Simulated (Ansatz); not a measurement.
## A family of molecules: the HOMO–LUMO gap

One atom is swapped for its congeners: C2H5O (ethoxy radical) `CC[O]`; C2H5Se `CC[Se]`; C2H5Te `CC[Te]`. The S member is missing. All are doublets with charge 0.

Shapes, held fixed at every level: PBE0-D4/def2-TZVP. Programs: Ansatz 0.2.0. Values in eV.

| level | C2H5O | C2H5Se | C2H5Te |
| --- | --- | --- | --- |
| r2SCAN-D4/def2-TZVPP | 1.82 | 0.89 | 0.75 |
| B3LYP-D4/def2-TZVPP | 3.43 | 1.92 | 1.62 |
| BHLYP-D4/def2-TZVPP | 7.66 | 4.60 | 3.97 |
| PBE0-D4/def2-TZVPP | 4.22 | 2.54 | 2.19 |
| r2SCAN0-D4/def2-TZVPP | 5.02 | 2.96 | 2.56 |
| wB97M-V/def2-TZVPP | 8.90 | 6.78 | 6.21 |
| wB97X-V/def2-TZVPP | 9.02 | 6.98 | 6.40 |

At wB97X-V/def2-TZVPP the HOMO–LUMO gap falls at every step, from 9.02 to 6.40 eV. Every level shows the same order. Open shells run unrestricted unless RO is named. For atoms past krypton def2 sets carry core potentials with scalar relativity. Relativity is left out for Se unless named. Orbital gaps aren't excitation energies, and the LUMO depends on the basis.

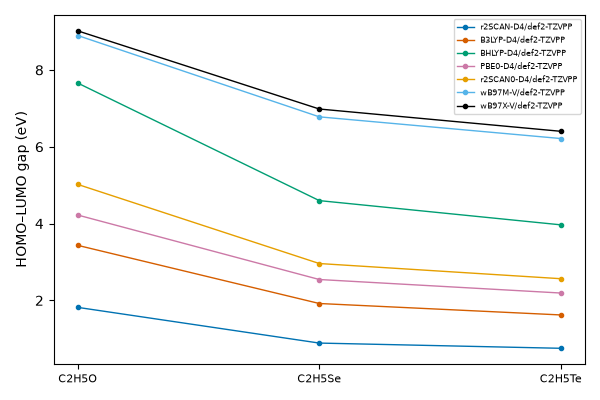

The trend along the series, level by level.
